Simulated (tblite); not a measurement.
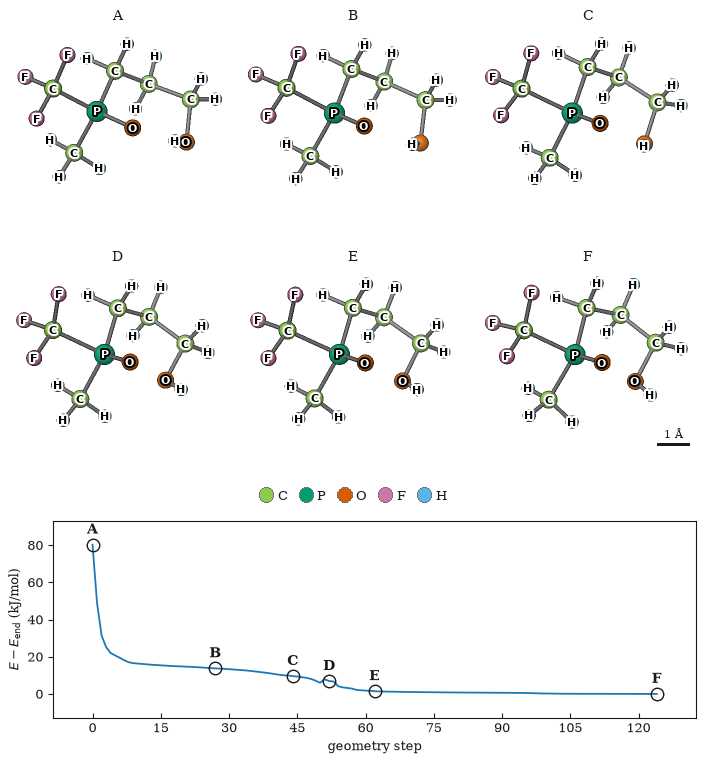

Frames of a relaxation of C₅H₁₀F₃O₂P, marked on the history of the run. Style: ball-and-stick. Shown at a tilt.

The calculation used tblite 0.8.0, GFN2-xTB geometry optimisation, gas phase. 

Describe the path.

Answer. After 124 geometry steps the energy has fallen by 80.3 kJ/mol. An O atom moves most after the best rigid fit: 0.68 Å. Largest moves by element: O 0.68 Å, H 0.61 Å, F 0.34 Å, C 0.32 Å, P 0.27 Å. Some distances before and after: O–P 3.161 → 2.396 Å, C–P 1.749 → 1.908 Å, C–P 1.798 → 1.857 Å, C–P 1.800 → 1.833 Å. Bond angles that change, for instance: O–P–C 117.6° → 105.1°, C–P–C 104.7° → 93.7°, C–P–C 105.5° → 115.5°. Groups turn about C–O by about 70°. The run took 0.99 s on 1 thread of Arm Neoverse V2, on a shared host. From step 0 to 27: an O atom moves most (0.20 Å), energy −66.5 kJ/mol. From step 27 to 44: an O atom moves most (0.35 Å), energy −4.16 kJ/mol. From step 44 to 52: an O atom moves most (0.36 Å), energy −2.68 kJ/mol. From step 52 to 62: an O atom moves most (0.07 Å), energy −5.44 kJ/mol. From step 62 to 124: an H atom moves most (0.28 Å), energy −1.47 kJ/mol.

```json
{"step": "0", "E − E(0), kJ/mol": "0.00"}
{"step": "1", "E − E(0), kJ/mol": "-31.58"}
{"step": "2", "E − E(0), kJ/mol": "-48.92"}
{"step": "3", "E − E(0), kJ/mol": "-55.17"}
{"step": "4", "E − E(0), kJ/mol": "-58.34"}
{"step": "5", "E − E(0), kJ/mol": "-59.62"}
{"step": "6", "E − E(0), kJ/mol": "-60.88"}
{"step": "7", "E − E(0), kJ/mol": "-62.22"}
{"step": "8", "E − E(0), kJ/mol": "-63.27"}
{"step": "9", "E − E(0), kJ/mol": "-63.75"}
{"step": "10", "E − E(0), kJ/mol": "-63.97"}
{"step": "16", "E − E(0), kJ/mol": "-65.06"}
{"step": "22", "E − E(0), kJ/mol": "-65.78"}
{"step": "28", "E − E(0), kJ/mol": "-66.68"}
{"step": "34", "E − E(0), kJ/mol": "-67.73"}
{"step": "40", "E − E(0), kJ/mol": "-69.59"}
{"step": "46", "E − E(0), kJ/mol": "-71.33"}
{"step": "52", "E − E(0), kJ/mol": "-73.39"}
{"step": "58", "E − E(0), kJ/mol": "-78.10"}
{"step": "64", "E − E(0), kJ/mol": "-79.01"}
{"step": "70", "E − E(0), kJ/mol": "-79.25"}
{"step": "76", "E − E(0), kJ/mol": "-79.42"}
{"step": "82", "E − E(0), kJ/mol": "-79.55"}
{"step": "88", "E − E(0), kJ/mol": "-79.64"}
{"step": "94", "E − E(0), kJ/mol": "-79.75"}
{"step": "100", "E − E(0), kJ/mol": "-80.08"}
{"step": "106", "E − E(0), kJ/mol": "-80.21"}
{"step": "112", "E − E(0), kJ/mol": "-80.23"}
{"step": "118", "E − E(0), kJ/mol": "-80.27"}
{"step": "124", "E − E(0), kJ/mol": "-80.29"}
```
